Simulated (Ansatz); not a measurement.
# NaZn2Ga2: relaxing a made-up structure, part 2 of 2

This structure for NaZn2Ga2 is made up. Its elements were placed in a known structure type with a cell scaled to their sizes. What cell does the guess relax to, and how far off was it?

Ansatz 0.2.0; DFT, PBE, plane-wave PAW, files of the set soft_1, scalar-relativistic, no spin, cell and ions relaxed at zero pressure; PAW set soft_1 (the session's first sound run).

So far: The structure; Relaxation of the guess. The relaxed cell has a = 4.251, c = 11.032 Å (conventional setting).

**3. Bands of the relaxed cell**

A second self-consistent run takes a narrower smearing and the mesh shown in its input; the bands follow along the standard path of the relaxed lattice.

This step: DFT, PBE, plane-wave PAW, files of the set soft_1, scalar-relativistic, no spin, bands and density of states at the relaxed cell; PAW set soft_1 (Ansatz 0.2.0).

input.yaml

```yaml
crystal:
  lattice:
    - [-2.1254690367, 2.1254690367, 5.5158053054]
    - [2.1254690367, -2.1254690367, 5.5158053054]
    - [2.1254690367, 2.1254690367, -5.5158053054]
  atoms:
    - { symbol: Ga, position: [0.614364143, 0.614364143, 0.0] }
    - { symbol: Ga, position: [0.385635857, 0.385635857, 0.0] }
    - { symbol: Zn, position: [0.25, 0.75, 0.5] }
    - { symbol: Zn, position: [0.75, 0.25, 0.5] }
    - { symbol: Na, position: [0.0, 0.0, 0.0] }
kpoints:
  mp_grid: { grid: [10, 10, 10] }
  band_path:
    path:
      - [[0.0, 0.0, 0.0], [0.0, 0.0, 0.5], [-0.07424406, 0.07424406, 0.5], [-0.28712203, 0.28712203, 0.28712203], [0.0, 0.0, 0.0], [0.5, 0.5, -0.5], [0.28712203, 0.71287797, -0.28712203], [0.0, 0.5, 0.0], [0.25, 0.25, 0.25], [0.5, 0.5, -0.07424406], [0.5, 0.5, -0.5]]
      - [[0.0, 0.0, 0.5], [0.25, 0.25, 0.25]]
    npoints: 7
scf:
  occupations: { method: fermi_dirac, width: 0.03 }
  n_extra_bands: 9
hamiltonian:
  xc: pbe
  pseudopotentials: { kind: paw, azcp: { folder: soft_1 } }
output:
  forces: true
  stress: true
  write_bands: true
  dos: { projected: true }
  write_density: true
  write_potential: true
  elf: true
  volumetric_format: npy
```

The run is started by

```
$ ansatz run input.yaml --threads 4 --pin off --max-ram 8192MiB --backend cpu --events-out ev --progress --plain --runs-dir out
```

Numbers of over 12 decimals in the logs are rounded to 6 here.

What it wrote:

```text
[...]
Crystal: 5 atoms, lattice volume = 99.673 Å³
Basis set: ecut = 420 eV, 1971 PW (Γ), exchange–correlation on 90×90×90 points (8 copies of the dense FFT grid, shifted against one another)
Bands: 39, of which v1, the nominal top of the filled ones, is band 30 counted from 1 (29 counted from 0)
Symmetry: 16 space group operations
[...]
k-points: 102 of 1000
[...]
SCF iter   1: F=—  HF=-15691.482779 eV  |F-HF|=—  |Δ(HF+E_count)|=         —  Δρ=4.58e-2  dr2=2.27e0  ethr=3.10e-3  ⟨swp⟩=6.4  Hψ=17777  notcnv=0
[...]
SCF iter  10: F=-15690.854693 eV  HF=-15690.854693 eV  |F-HF|=4.99e-8  |Δ(HF+E_count)|=   6.97e-7  Δρ=1.01e-5  dr2=9.01e-8  ethr=1.69e-10  ⟨swp⟩=12.9  Hψ=32034  notcnv=0
SCF 1 converged in 10 iterations: F = -15690.854693 eV  dr2 = 9.01e-8
[...]
NSCF: frozen V_eff on 79 k-points
SCF converged after 10 iterations
Free energy (F): -15690.854693 eV
[...]
Internal energy: -15690.849793 eV  (E = F + TS)
E sigma→0 (E₀):  -15690.852243 eV
Entropy (-TS):   -0.004901 eV (-0.980 meV/atom)
Fermi energy:    7.243770 eV
[...]
--- Forces (eV/Å), atoms counted from 1 ---
  atom   1  Ga    -0.00000000     0.00000000    -0.03521058
  atom   2  Ga     0.00000000     0.00000000     0.03521058
  atom   3  Zn    -0.00000000     0.00000000    -0.00000000
  atom   4  Zn     0.00000000     0.00000000     0.00000000
  atom   5  Na     0.00000000     0.00000000     0.00000000
  max |Σ_I F_I| component: 7.81e-18 eV/Å
--- Stress (GPa, compression-positive) ---
       -0.187262      -0.000000       0.000000
       -0.000000      -0.187262      -0.000000
        0.000000      -0.000000       0.162981
  P = ⅓ Tr σ = -0.0705 GPa (-0.705 kbar)
--- Band table (eV; the first three rows and the last of 102) ---
  k-point 0: bands = [... 26 lower, 3.6459, 7.0401, 7.0401, 8.2961, 8.9036, 8.9036, 10.1202, 10.6362, ... 5 higher]
  k-point 1: bands = [... 26 lower, 3.6938, 6.0406, 6.5933, 8.0966, 8.2381, 9.6551, 10.9504, 11.6828, ... 5 higher]
  k-point 2: bands = [... 26 lower, 3.7864, 4.9591, 6.0426, 7.0244, 7.3217, 11.0712, 11.7932, 12.6956, ... 5 higher]
  k-point 101: bands = [... 26 lower, 6.4007, 6.4007, 7.9474, 8.0703, 9.3688, 9.7351, 11.1500, 11.1500, ... 5 higher]
```

Wall time 7.5 s (4 threads of Intel Xeon Platinum 8375C at 2.90GHz (Ice Lake), shared host); peak memory 0.82 GiB.

Numbers from this step:

| Item | Value |
| --- | --- |
| free energy | -15690.8547 eV |
| energy at zero smearing | -15690.8522 eV |
| smearing term TS | 0.004901 eV |
| Fermi energy | 7.244 eV |
| pressure | -0.07051 GPa |

bands.tsv at the labelled points (eV, zero at the Fermi level; the bands that come nearest the Fermi level along the path):

```
point  band 26  band 27  band 28  band 29  band 30  band 31  band 32  band 33
    Γ    -4.51    -3.60    -0.20    -0.20     1.05     1.66     1.66     2.88
    X    -4.73    -4.08    -3.59    -1.92    -1.77     0.12     1.98     2.76
    Y    -5.38    -4.01    -2.80    -2.40    -1.18     0.23     2.07     2.82
    S    -6.51    -4.40    -1.11    -0.41     0.56     2.50     2.55     4.08
    Γ    -4.51    -3.60    -0.20    -0.20     1.05     1.66     1.66     2.88
    Z    -6.70    -0.84    -0.84     0.70     0.83     2.13     2.49     3.91
   S1    -6.51    -4.40    -1.11    -0.41     0.56     2.50     2.55     4.08
    N    -6.28    -3.83    -2.78     0.63     0.96     1.97     2.30     3.11
    P    -4.75    -3.88    -3.88    -1.84    -0.96    -0.96     1.33     4.52
   Y1    -5.38    -4.01    -2.80    -2.40    -1.18     0.23     2.07     2.82
    Z    -6.70    -0.84    -0.84     0.70     0.83     2.13     2.49     3.91
    X    -4.73    -4.08    -3.59    -1.92    -1.77     0.12     1.98     2.76
    P    -4.75    -3.88    -3.88    -1.84    -0.96    -0.96     1.33     4.52
```

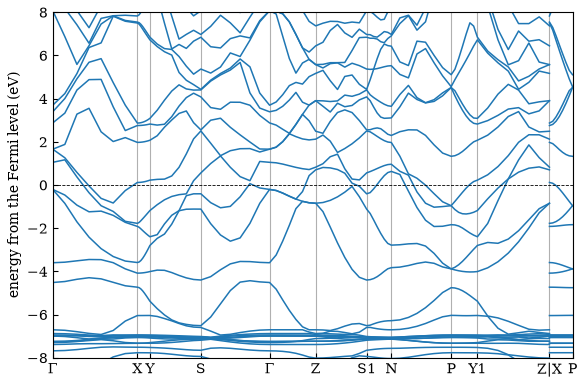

Bands along the path. 14 bands lie wholly below the window drawn.

States per cell as run, both spins, in windows of 1 eV, from dos.tsv (zero at the Fermi level):

```csv
from,to,total
-8,-7,14.57
-7,-6,6.76
-6,-5,1.05
-5,-4,0.50
-4,-3,1.62
-3,-2,1.46
-2,-1,1.57
-1,0,2.16
0,1,1.68
1,2,1.14
2,3,1.73
3,4,2.23
4,5,2.23
5,6,2.58
```

A further 29.3 states lie below the table's range.

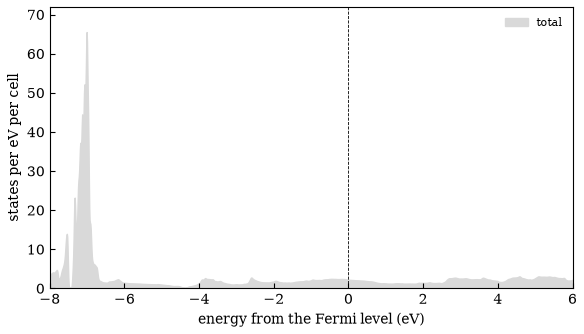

Total density of states, smoothed over about 0.04 eV.

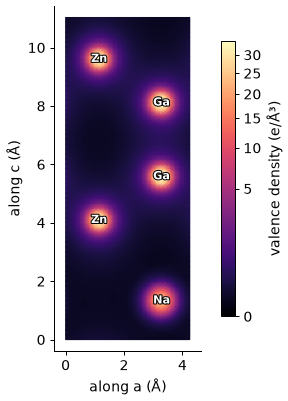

Valence density in the ac plane of the conventional cell at fractional y = 0.000, with atoms of Ga and Zn and Na within 0.2 Å of it. It is the smooth field of the valence electrons, not physical close to the nuclei. The map starts off the cell's origin, so that atoms lie inside it. The colour scale is stretched toward low values.

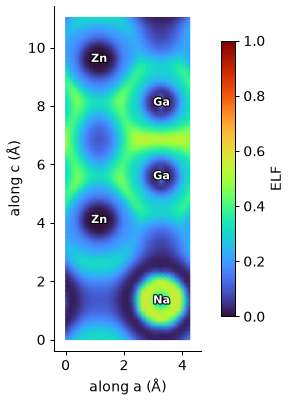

ELF in the ac plane of the conventional cell at fractional y = 0.000, with atoms of Ga and Zn and Na within 0.2 Å of it. It is the smooth field of the valence electrons, not physical close to the nuclei. The map starts off the cell's origin, so that atoms lie inside it.

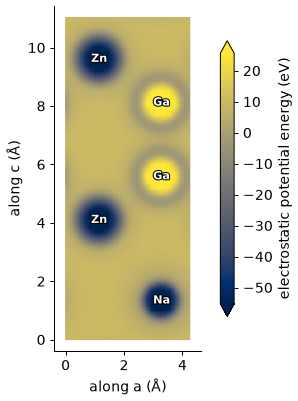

Electrostatic potential energy in the ac plane of the conventional cell at fractional y = 0.000, with atoms of Ga and Zn and Na within 0.2 Å of it. With pseudopotentials it is smooth inside the atoms' cores, unlike the true potential. The map starts off the cell's origin, so that atoms lie inside it.

**4. What came out**

* space group, relaxed: I4/mmm
* conventional cell: a = 4.251, b = 4.251, c = 11.032 Å; α = 90.0°, β = 90.0°, γ = 90.0°
* volume per atom: 19.93 Å³ (guess 18.81)

What this shows: NaZn2Ga2 relaxes to I4/mmm with a = 4.251, b = 4.251 and c = 11.032 Å. The guessed volume was 6 % too small. The space group I4/mmm was held in the relaxation, so the end point is a stationary structure within it and may be a saddle against distortions or other arrangements. Bands cross the Fermi level, so it is a metal or semimetal at this level. The electron count is odd, which forces that without spin polarisation or a larger cell. On the 10×10×10 mesh with the narrower smearing (relaxed on 9×9×9) the largest force component is 0.035 eV/Å and the largest stress component is 0.187 GPa, against the relaxation's thresholds of 0.015 eV/Å and 0.05 GPa. The cutoff wasn't tested. No dispersion term is used, so weakly bound directions may come out too long. Nothing here tests whether the compound is stable against decomposition.

[Logs are printed without paths, hosts, clocks, repeated set-up lines and the standing remarks that a program may print on its own settings, such as how far it seeks lower states.]

[Hosts, paths, dates, database ids (printed as entryN), source tags and the programs' standing remarks are cut or masked in the printed files.]
